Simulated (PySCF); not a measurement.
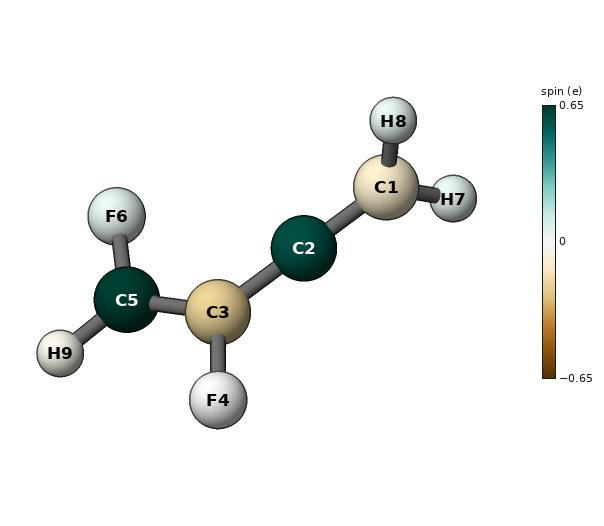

Atoms are coloured by their Mulliken spin populations. State: neutral, doublet. Computed geometry: GFN2-xTB optimisation. No frequency run is at hand to confirm it as a minimum. Level of theory: UKS B3LYP, pcH-1 on C F H, non-relativistic (PySCF 2.14.0).

Q: Which atom carries the largest spin population?

A: C5 (0.64 e).

Q: Which atom has the lowest spin population?

A: C3 (−0.22 e); a negative value comes from spin polarisation.

List the Mulliken spin populations.

```tsv
atom	value (e)
C1	−0.11
C2	0.59
C3	−0.22
F4	−0.01
C5	0.64
F6	0.05
H7	0.05
H8	0.05
H9	−0.03
```

Mulliken values depend strongly on the basis set.
